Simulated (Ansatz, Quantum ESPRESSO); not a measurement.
# TmMg (Pm-3m): zone-centre phonons

Which modes does TmMg (Pm-3m) have at the zone centre?

Method: DFT PBEsol, scalar-relativistic, plane waves, PseudoDojo norm-conserving, 4f in core pseudopotentials, in Quantum ESPRESSO 7.5.

## (1) The structure

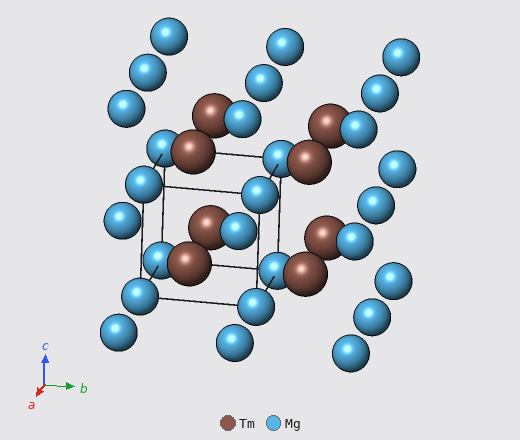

The cell as given, slightly off an axis (thulium brown, magnesium blue). 2×2×2 cells are drawn. Some periodic images of atoms are drawn too.

Coordinates:

```cif
data_structure
_symmetry_space_group_name_H-M 'Pm-3m'
_symmetry_Int_Tables_number 221
_cell_length_a 3.7490
_cell_length_b 3.7490
_cell_length_c 3.7490
_cell_angle_alpha 90.000
_cell_angle_beta 90.000
_cell_angle_gamma 90.000
_cell_volume 52.69
loop_
_atom_site_label
_atom_site_type_symbol
_atom_site_symmetry_multiplicity
_atom_site_Wyckoff_symbol
_atom_site_fract_x
_atom_site_fract_y
_atom_site_fract_z
_atom_site_occupancy
Tm1 Tm 1 b 0.50000 0.50000 0.50000 1
Mg1 Mg 1 a 0.00000 0.00000 0.00000 1
```

## (2) A first look

A cheap run with smearing and empty bands tells whether the crystal has a gap, which decides between fixed occupations and smearing later on.

Contents of probe.in:

```
&control
   calculation = 'scf'
   prefix = 'x'
   outdir = './tmp'
   pseudo_dir = './pseudo'
   tprnfor = .true.
   tstress = .true.
   verbosity = 'high'
/
&system
   ibrav = 1
   celldm(1) = 7.08458324
   nat = 2
   ntyp = 2
   ecutwfc = 76.0
   input_dft = 'pbesol'
   occupations = 'smearing'
   smearing = 'gaussian'
   degauss = 0.01
/
&electrons
   conv_thr = 1.0d-07
   mixing_beta = 0.7
   electron_maxstep = 100
/
ATOMIC_SPECIES
 Tm    168.9342  Tm.upf
 Mg     24.3050  Mg.upf
ATOMIC_POSITIONS crystal
 Tm     0.500000000   0.500000000   0.500000000
 Mg     0.000000000   0.000000000   0.000000000
K_POINTS automatic
 6 6 6 0 0 0
```

Run with:

```
OMP_NUM_THREADS=1 mpirun -n 4 pw.x -nk 4 -in probe.in > probe.out
```

The program printed:

```text
[banners, grids, parts of the stress and lines that vanish by symmetry left out]
Program PWSCF v.7.5
     IMPORTANT: XC functional enforced from input :
     Exchange-correlation= PBESOL
                           (   1   4  10   8   0   0   0)
[...]
kinetic-energy cutoff     =      76.0000  Ry
     charge density cutoff     =     304.0000  Ry
     scf convergence threshold =      1.0E-07
[...]
Exchange-correlation= PBESOL
                           (   1   4  10   8   0   0   0)
[...]
48 Sym. Ops., with inversion, found
[...]
(     0          1          0      )
                  (     0          0          1      )
[...]
(  0.0000000  1.0000000  0.0000000 )
                  (  0.0000000  0.0000000  1.0000000 )
[...]
(     0         -1          0      )
[...]
(  0.0000000 -1.0000000  0.0000000 )
[...]
(     0          0          1      )
                  (     1          0          0      )
[...]
( -1.0000000  0.0000000  0.0000000 )
                  (  0.0000000  1.0000000  0.0000000 )
[...]
number of k points=    20  Gaussian smearing, width (Ry)=  0.0100
[...]
End of self-consistent calculation
[...]
the Fermi energy is     7.9913 ev
!    total energy              =    -210.12277523 Ry
[...]
convergence has been achieved in   6 iterations
[...]
atom    1 type  1   force =     0.00000000    0.00000000    0.00000000
     atom    2 type  2   force =     0.00000000    0.00000000    0.00000000
[...]
Total force =     0.000000     Total SCF correction =     0.000000
[...]
total   stress  (Ry/bohr**3)                   (kbar)     P=      -20.68
[...]
XML data file, charge density, pseudopotentials, collected wavefunctions

   JOB DONE.
```

Run time: 4.1 s. Hardware: 4 MPI ranks of Arm Neoverse V1, shared host; 16 s of CPU time.

Read from the output:

```yaml
volume_per_atom: 26.35 Å³
pressure: -2.068 GPa
gap_on_the_k_mesh: 0 eV
```

No gap opens on this mesh, so smearing is kept; the start stands at -2.1 GPa.

## (3) Relaxation

The harmonic expansion starts where the forces on the atoms vanish, and stress shifts the frequencies, so cell and atoms are relaxed with tight thresholds.

Contents of relax.in:

```
&control
   calculation = 'vc-relax'
   prefix = 'x'
   outdir = './tmp'
   pseudo_dir = './pseudo'
   tprnfor = .true.
   tstress = .true.
   forc_conv_thr = 2.0d-05
   etot_conv_thr = 1.0d-07
   nstep = 40
/
&system
   ibrav = 1
   celldm(1) = 7.08458324
   nat = 2
   ntyp = 2
   ecutwfc = 76.0
   input_dft = 'pbesol'
   occupations = 'smearing'
   smearing = 'mv'
   degauss = 0.02
/
&electrons
   conv_thr = 1.0d-11
   mixing_beta = 0.7
   electron_maxstep = 100
/
&ions
/
&cell
   press_conv_thr = 0.2
/
ATOMIC_SPECIES
 Tm    168.9342  Tm.upf
 Mg     24.3050  Mg.upf
ATOMIC_POSITIONS crystal
 Tm     0.500000000   0.500000000   0.500000000
 Mg     0.000000000   0.000000000   0.000000000
K_POINTS automatic
 8 8 8 0 0 0
```

Run with:

```
OMP_NUM_THREADS=1 mpirun -n 4 pw.x -nk 4 -in relax.in > relax.out
```

The program printed:

```text
[banners, grids, parts of the stress and lines that vanish by symmetry left out]
[banner, memory and clock lines left out]
Program PWSCF v.7.5

[...]
Exchange-correlation= PBESOL
                           (   1   4  10   8   0   0   0)
[...]
kinetic-energy cutoff     =      76.0000  Ry
     charge density cutoff     =     304.0000  Ry
     scf convergence threshold =      1.0E-11
[...]
energy convergence thresh.=      1.0E-07
     force convergence thresh. =      2.0E-05
     press convergence thresh. =      2.0E-01
     Exchange-correlation= PBESOL
                           (   1   4  10   8   0   0   0)
[...]
48 Sym. Ops., with inversion, found
[...]
number of k points=    35  Marzari-Vanderbilt smearing, width (Ry)=  0.0200
[...]
End of self-consistent calculation
[...]
the Fermi energy is     8.0566 ev
!    total energy              =    -210.12108888 Ry
[...]
convergence has been achieved in   9 iterations
[...]
atom    1 type  1   force =     0.00000000    0.00000000    0.00000000
     atom    2 type  2   force =     0.00000000    0.00000000    0.00000000
     Total force =     0.000000     Total SCF correction =     0.000000
[...]
total   stress  (Ry/bohr**3)                   (kbar)     P=      -21.61
[...]
number of bfgs steps    =   0
[...]
CELL_PARAMETERS (alat=  7.08458324)
[...]
ATOMIC_POSITIONS (crystal)
Tm               0.5000000000        0.5000000000        0.5000000000
Mg               0.0000000000        0.0000000000        0.0000000000
[...]
New effective cutoffs (rho, wfc):  305.85   76.54
[...]
End of self-consistent calculation
[...]
the Fermi energy is     8.1658 ev
!    total energy              =    -210.12159549 Ry
[...]
convergence has been achieved in   5 iterations
[...]
atom    1 type  1   force =     0.00000000    0.00000000    0.00000000
     atom    2 type  2   force =     0.00000000    0.00000000    0.00000000
     Total force =     0.000000     Total SCF correction =     0.000000
[...]
total   stress  (Ry/bohr**3)                   (kbar)     P=      -16.54
[...]
number of bfgs steps    =   1
[...]
CELL_PARAMETERS (alat=  7.08458324)
[...]
ATOMIC_POSITIONS (crystal)
Tm               0.5000000000        0.5000000000        0.5000000000
Mg               0.0000000000        0.0000000000        0.0000000000
[...]
New effective cutoffs (rho, wfc):  309.26   77.39
[...]
End of self-consistent calculation
[...]
the Fermi energy is     8.3325 ev
!    total energy              =    -210.12209474 Ry
[...]
convergence has been achieved in   7 iterations
[...]
atom    1 type  1   force =     0.00000000    0.00000000    0.00000000
     atom    2 type  2   force =     0.00000000    0.00000000    0.00000000
     Total force =     0.000000     Total SCF correction =     0.000000
[...]
total   stress  (Ry/bohr**3)                   (kbar)     P=       -8.71
[...]
number of bfgs steps    =   2
[...]
CELL_PARAMETERS (alat=  7.08458324)
[...]
ATOMIC_POSITIONS (crystal)
[...]
New effective cutoffs (rho, wfc):  313.03   78.33
[...]
End of self-consistent calculation
[...]
the Fermi energy is     8.5176 ev
!    total energy              =    -210.12227735 Ry
[...]
convergence has been achieved in   7 iterations
[...]
atom    1 type  1   force =     0.00000000    0.00000000    0.00000000
     atom    2 type  2   force =     0.00000000    0.00000000    0.00000000
     Total force =     0.000000     Total SCF correction =     0.000000
[...]
total   stress  (Ry/bohr**3)                   (kbar)     P=        0.16
[...]
number of bfgs steps    =   3
[...]
CELL_PARAMETERS (alat=  7.08458324)
[...]
ATOMIC_POSITIONS (crystal)
[...]
New effective cutoffs (rho, wfc):  312.96   78.32
[...]
End of self-consistent calculation
[...]
the Fermi energy is     8.5142 ev
!    total energy              =    -210.12227741 Ry
[...]
convergence has been achieved in   5 iterations
[...]
atom    1 type  1   force =     0.00000000    0.00000000    0.00000000
     atom    2 type  2   force =     0.00000000    0.00000000    0.00000000
     Total force =     0.000000     Total SCF correction =     0.000000
[...]
total   stress  (Ry/bohr**3)                   (kbar)     P=       -0.00
[...]
bfgs converged in   5 scf cycles and   4 bfgs steps
[...]
End of BFGS Geometry Optimization
     Final enthalpy           =    -210.1222774121 Ry
     File ./tmp/x.bfgs deleted, as requested
[...]
CELL_PARAMETERS (alat=  7.08458324)
[...]
ATOMIC_POSITIONS (crystal)
Tm               0.5000000000        0.5000000000        0.5000000000
Mg               0.0000000000        0.0000000000        0.0000000000
[...]
Final scf calculation at the relaxed structure.
[...]
kinetic-energy cutoff     =      76.0000  Ry
     charge density cutoff     =     304.0000  Ry
     scf convergence threshold =      1.0E-13
[...]
press convergence thresh. =      2.0E-01
     Exchange-correlation= PBESOL
                           (   1   4  10   8   0   0   0)
[...]
48 Sym. Ops., with inversion, found
[...]
number of k points=    35  Marzari-Vanderbilt smearing, width (Ry)=  0.0200
[...]
End of self-consistent calculation
[...]
the Fermi energy is     8.5144 ev
!    total energy              =    -210.12200247 Ry
[...]
convergence has been achieved in   9 iterations
[...]
atom    1 type  1   force =     0.00000000    0.00000000    0.00000000
     atom    2 type  2   force =     0.00000000    0.00000000    0.00000000
     Total force =     0.000000     Total SCF correction =     0.000000
[...]
total   stress  (Ry/bohr**3)                   (kbar)     P=       -2.03
[...]
XML data file, charge density, pseudopotentials, collected wavefunctions
```

Elapsed: 35 s, on 4 MPI ranks; 2.3 min of CPU time.

Relaxation path:

```tsv
step	energy less that of the first step (eV)	largest force (eV/Å)	pressure (GPa)	volume (Å³)
1	0.0000	0.0000	-2.16	52.69
2	-0.0069	0.0000	-1.65	52.11
3	-0.0137	0.0000	-0.87	51.25
4	-0.0162	0.0000	0.02	50.33
5	-0.0162	0.0000	0.00	50.35
6	-0.0124	0.0000	-0.20	50.35
```

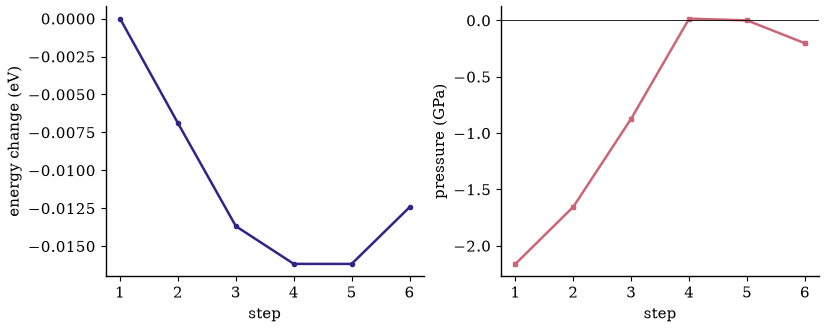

Energy and pressure along the relaxation.

```tsv
conventional cell, symmetrised	before	after	change
a (Å)	3.749	3.693	-1.5 %
b (Å)	3.749	3.693	-1.5 %
c (Å)	3.749	3.693	-1.5 %
volume (Å³/atom)	26.35	25.17	-4.4 %
```

The relaxed structure:

```
Tm Mg
1.0
     3.69256    0.00000    0.00000
     0.00000    3.69256    0.00000
     0.00000    0.00000    3.69256
Tm Mg
1 1
Direct
  0.50000 0.50000 0.50000
  0.00000 0.00000 0.00000
```

The last row of the table of steps is pw.x's closing run on a basis chosen anew for the final cell, so its energy can jump.

Read from the output:

```
volume per atom : 25.17 Å³
pressure        : -0.2030 GPa
```

The volume changes by -4.4 % from the cell with which this run began.

## (4) Relaxing the cell and atoms

A variable-cell run keeps the plane waves of its start, so its end shows a stress on a fresh basis; a second run from that cell removes it.

Edit relax.in of step 3 so:

```diff
@@ -13,3 +13,3 @@
    ibrav = 1
-   celldm(1) = 7.08458324
+   celldm(1) = 6.97793555
    nat = 2
```

The program printed:

```text
[banners, grids, parts of the stress and lines that vanish by symmetry left out]
[banner, memory and clock lines left out]
Program PWSCF v.7.5

[...]
Exchange-correlation= PBESOL
                           (   1   4  10   8   0   0   0)
[...]
kinetic-energy cutoff     =      76.0000  Ry
     charge density cutoff     =     304.0000  Ry
     scf convergence threshold =      1.0E-11
[...]
energy convergence thresh.=      1.0E-07
     force convergence thresh. =      2.0E-05
     press convergence thresh. =      2.0E-01
     Exchange-correlation= PBESOL
                           (   1   4  10   8   0   0   0)
[...]
48 Sym. Ops., with inversion, found
[...]
number of k points=    35  Marzari-Vanderbilt smearing, width (Ry)=  0.0200
[...]
End of self-consistent calculation
[...]
the Fermi energy is     8.5144 ev
!    total energy              =    -210.12200247 Ry
[...]
convergence has been achieved in   9 iterations
[...]
atom    1 type  1   force =     0.00000000    0.00000000    0.00000000
     atom    2 type  2   force =     0.00000000    0.00000000    0.00000000
     Total force =     0.000000     Total SCF correction =     0.000000
[...]
total   stress  (Ry/bohr**3)                   (kbar)     P=       -2.03
[...]
number of bfgs steps    =   0
[...]
CELL_PARAMETERS (alat=  6.97793555)
[...]
ATOMIC_POSITIONS (crystal)
Tm               0.5000000000        0.5000000000        0.5000000000
Mg               0.0000000000        0.0000000000        0.0000000000
[...]
New effective cutoffs (rho, wfc):  303.44   76.04
[...]
End of self-consistent calculation
[...]
the Fermi energy is     8.5250 ev
!    total energy              =    -210.12200669 Ry
[...]
convergence has been achieved in   4 iterations
[...]
atom    1 type  1   force =     0.00000000    0.00000000    0.00000000
     atom    2 type  2   force =     0.00000000    0.00000000    0.00000000
     Total force =     0.000000     Total SCF correction =     0.000000
[...]
total   stress  (Ry/bohr**3)                   (kbar)     P=       -1.49
[...]
number of bfgs steps    =   1
[...]
CELL_PARAMETERS (alat=  6.97793555)
[...]
ATOMIC_POSITIONS (crystal)
Tm               0.5000000000        0.5000000000        0.5000000000
Mg               0.0000000000        0.0000000000        0.0000000000
[...]
New effective cutoffs (rho, wfc):  303.76   76.12
[...]
End of self-consistent calculation
[...]
the Fermi energy is     8.5410 ev
!    total energy              =    -210.12201056 Ry
[...]
convergence has been achieved in   6 iterations
[...]
atom    1 type  1   force =     0.00000000    0.00000000    0.00000000
     atom    2 type  2   force =     0.00000000    0.00000000    0.00000000
     Total force =     0.000000     Total SCF correction =     0.000000
[...]
total   stress  (Ry/bohr**3)                   (kbar)     P=       -0.67
[...]
number of bfgs steps    =   2
[...]
CELL_PARAMETERS (alat=  6.97793555)
[...]
ATOMIC_POSITIONS (crystal)
[...]
New effective cutoffs (rho, wfc):  304.02   76.18
[...]
End of self-consistent calculation
[...]
the Fermi energy is     8.5543 ev
!    total energy              =    -210.12201156 Ry
[...]
convergence has been achieved in   5 iterations
[...]
atom    1 type  1   force =     0.00000000    0.00000000    0.00000000
     atom    2 type  2   force =     0.00000000    0.00000000    0.00000000
     Total force =     0.000000     Total SCF correction =     0.000000
[...]
total   stress  (Ry/bohr**3)                   (kbar)     P=        0.00
[...]
number of bfgs steps    =   3
[...]
small trust_radius: resetting bfgs history
[...]
CELL_PARAMETERS (alat=  6.97793555)
[...]
ATOMIC_POSITIONS (crystal)
[...]
New effective cutoffs (rho, wfc):  304.02   76.18
[...]
End of self-consistent calculation
[...]
the Fermi energy is     8.5543 ev
!    total energy              =    -210.12201156 Ry
[...]
convergence has been achieved in   2 iterations
[...]
atom    1 type  1   force =     0.00000000    0.00000000    0.00000000
     atom    2 type  2   force =     0.00000000    0.00000000    0.00000000
     Total force =     0.000000     Total SCF correction =     0.000000
[...]
total   stress  (Ry/bohr**3)                   (kbar)     P=        0.00
[...]
bfgs converged in   5 scf cycles and   4 bfgs steps
[...]
End of BFGS Geometry Optimization
     Final enthalpy           =    -210.1220115562 Ry
     File ./tmp/x.bfgs deleted, as requested
[...]
CELL_PARAMETERS (alat=  6.97793555)
[...]
ATOMIC_POSITIONS (crystal)
Tm               0.5000000000        0.5000000000        0.5000000000
Mg               0.0000000000        0.0000000000        0.0000000000
[...]
Final scf calculation at the relaxed structure.
[...]
kinetic-energy cutoff     =      76.0000  Ry
     charge density cutoff     =     304.0000  Ry
     scf convergence threshold =      1.0E-13
[...]
press convergence thresh. =      2.0E-01
     Exchange-correlation= PBESOL
                           (   1   4  10   8   0   0   0)
[...]
48 Sym. Ops., with inversion, found
[...]
number of k points=    35  Marzari-Vanderbilt smearing, width (Ry)=  0.0200
[...]
End of self-consistent calculation
[...]
the Fermi energy is     8.5543 ev
!    total energy              =    -210.12197811 Ry
[...]
convergence has been achieved in   9 iterations
[...]
atom    1 type  1   force =     0.00000000    0.00000000    0.00000000
     atom    2 type  2   force =     0.00000000    0.00000000    0.00000000
     Total force =     0.000000     Total SCF correction =     0.000000
[...]
total   stress  (Ry/bohr**3)                   (kbar)     P=       -0.23
[...]
XML data file, charge density, pseudopotentials, collected wavefunctions
```

The job ended after 30 s (4 MPI ranks; 2 min of CPU time).

Step by step:

```tsv
step	energy less that of the first step (eV)	largest force (eV/Å)	pressure (GPa)	volume (Å³)
1	0.0000	0.0000	-0.20	50.35
2	-0.0001	0.0000	-0.15	50.30
3	-0.0001	0.0000	-0.07	50.22
4	-0.0001	0.0000	0.00	50.15
5	-0.0001	0.0000	0.00	50.15
6	0.0003	0.0000	-0.02	50.15
```

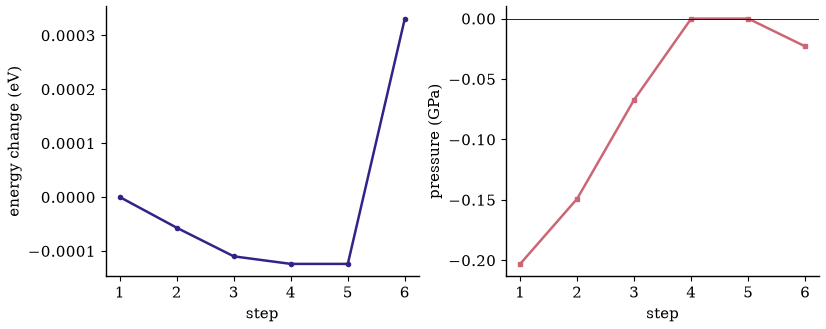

Energy and pressure along the relaxation.

```tsv
conventional cell, symmetrised	before	after	change
a (Å)	3.693	3.688	-0.1 %
b (Å)	3.693	3.688	-0.1 %
c (Å)	3.693	3.688	-0.1 %
volume (Å³/atom)	25.17	25.08	-0.4 %
```

Final coordinates:

```xyz
2
Lattice="3.6878 0.0000 0.0000 0.0000 3.6878 0.0000 0.0000 0.0000 3.6878" Properties=species:S:1:pos:R:3 pbc="T T T"
Tm    1.8439    1.8439    1.8439
Mg    0.0000    0.0000    0.0000
```

The last row of the table of steps is pw.x's closing run on a basis chosen anew for the final cell, so its energy can jump.

Read from the output:

* volume per atom: 25.08 Å³
* pressure: -0.02300 GPa

The volume changes by -0.4 % from the cell with which this run began.

## (5) Self-consistent run for the response

Perturbation theory inherits every error of the wavefunctions, so the threshold is set near the limit of the arithmetic. Smearing stays on, as the first look found no gap above 0.3 eV.

Contents of scf.in:

```
&control
   calculation = 'scf'
   prefix = 'x'
   outdir = './tmp'
   pseudo_dir = './pseudo'
   tprnfor = .true.
   tstress = .true.
/
&system
   ibrav = 1
   celldm(1) = 6.96892826
   nat = 2
   ntyp = 2
   ecutwfc = 76.0
   input_dft = 'pbesol'
   occupations = 'smearing'
   smearing = 'mv'
   degauss = 0.02
/
&electrons
   conv_thr = 1.0d-12
   mixing_beta = 0.7
   electron_maxstep = 100
/
ATOMIC_SPECIES
 Tm    168.9342  Tm.upf
 Mg     24.3050  Mg.upf
ATOMIC_POSITIONS crystal
 Tm     0.500000000   0.500000000   0.500000000
 Mg     0.000000000   0.000000000   0.000000000
K_POINTS automatic
 8 8 8 0 0 0
```

Run with:

```
OMP_NUM_THREADS=1 mpirun -n 4 pw.x -nk 4 -in scf.in > scf.out
```

The program printed:

```text
[banners, grids, parts of the stress and lines that vanish by symmetry left out]
[banner, memory and clock lines left out]
Program PWSCF v.7.5

[...]
Exchange-correlation= PBESOL
                           (   1   4  10   8   0   0   0)
[...]
kinetic-energy cutoff     =      76.0000  Ry
     charge density cutoff     =     304.0000  Ry
     scf convergence threshold =      1.0E-12
[...]
Exchange-correlation= PBESOL
                           (   1   4  10   8   0   0   0)
[...]
48 Sym. Ops., with inversion, found
[...]
number of k points=    35  Marzari-Vanderbilt smearing, width (Ry)=  0.0200
[...]
End of self-consistent calculation
[...]
the Fermi energy is     8.5543 ev
!    total energy              =    -210.12197811 Ry
[...]
convergence has been achieved in   9 iterations
[...]
atom    1 type  1   force =     0.00000000    0.00000000    0.00000000
     atom    2 type  2   force =     0.00000000    0.00000000    0.00000000
     Total force =     0.000000     Total SCF correction =     0.000000
[...]
total   stress  (Ry/bohr**3)                   (kbar)     P=       -0.23
[...]
XML data file, charge density, pseudopotentials, collected wavefunctions
```

Elapsed: 8.3 s, on 4 MPI ranks; 33 s of CPU time.

The cell stands at -0.023 GPa, close enough for phonons.

[end of part 1 of 3]

[Host names and launcher messages were left out of these logs when they were recorded.]

[Logs are printed without paths, hosts, clocks, repeated set-up lines and the standing remarks that a program may print on its own settings, such as how far it seeks lower states.]

[Hosts, paths, dates, database ids (printed as entryN), source tags and the programs' standing remarks are cut or masked in the printed files.]
